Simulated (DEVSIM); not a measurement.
Structure: W/SiO2/n-Ge capacitor, at 300 K.

```tsv
layer (left to right)	material	thickness (nm)	Nd (cm⁻³)
1	SiO2	10.0	-
2	Ge	930	4.1e17
```

Metal gate on the left, work function 4.6 eV. Fixed charge at the semiconductor interface 0 cm⁻² (in units of +e); interface traps 2.9e10 cm⁻² eV⁻¹, uniform in energy, neutral level at 0.7 of the gap above the valence band.

This is a model device: material constants are rounded textbook-type values typed into the input, and sizes, dopings and lifetimes were drawn at random. Values at 300 K.

```tsv
parameter	SiO2	Ge
gap (eV)	9	0.664
affinity (eV)	0.9	4
permittivity	3.9	16
Nc (cm⁻³)	-	1.04e19
Nv (cm⁻³)	-	6e18
```

DEVSIM, 1D Poisson equation in equilibrium, Boltzmann statistics, complete ionisation; no quantum confinement or tunnelling. Metal contacts follow the ideal Schottky-Mott rule: no Fermi-level pinning, no interface dipoles.

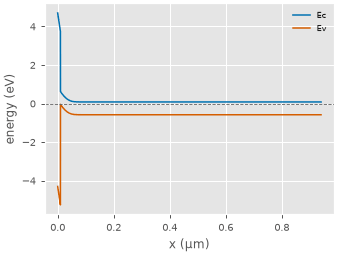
*Band edges at -1.0 V on the gate*

Energies count from the Fermi level of the right contact; mesh points crowd at the junctions.

```
x (μm)    Ec (eV)  Ev (eV)  n (cm⁻³)  p (cm⁻³)  field (V/cm)
--------  -------  -------  --------  --------  ------------
0.000       4.700   -4.300     < 1e2     < 1e2       -970000
0.001034    4.599   -4.401     < 1e2     < 1e2       -970000
0.002882    4.419   -4.581     < 1e2     < 1e2       -970000
0.005642    4.150   -4.850     < 1e2     < 1e2       -970000
0.008674    3.854   -5.146     < 1e2     < 1e2       -970000
0.009826    3.742   -5.258     < 1e2     < 1e2       -970000
0.01077     0.608   -0.056     6.4e8    6.8e17       -220000
0.01381     0.543   -0.121     7.7e9    5.7e16       -200000
0.01863     0.452   -0.212    2.6e11    1.7e15       -180000
0.02875     0.295   -0.369    1.1e14    3.9e12       -130000
0.04800     0.127   -0.537    7.6e16     5.8e9        -46000
0.1064      0.084   -0.580    4.1e17     1.1e9           -32
0.2074      0.084   -0.580    4.1e17     1.1e9           ≈ 0
0.3993      0.084   -0.580    4.1e17     1.1e9           ≈ 0
0.7120      0.084   -0.580    4.1e17     1.1e9           ≈ 0
0.8285      0.084   -0.580    4.1e17     1.1e9           ≈ 0
0.8839      0.084   -0.580    4.1e17     1.1e9           ≈ 0
0.9130      0.084   -0.580    4.1e17     1.1e9           ≈ 0
0.9299      0.084   -0.580    4.1e17     1.1e9           ≈ 0
0.9354      0.084   -0.580    4.1e17     1.1e9           ≈ 0
0.9383      0.084   -0.580    4.1e17     1.1e9           ≈ 0
0.9400      0.084   -0.580    4.1e17     1.1e9           ≈ 0
```
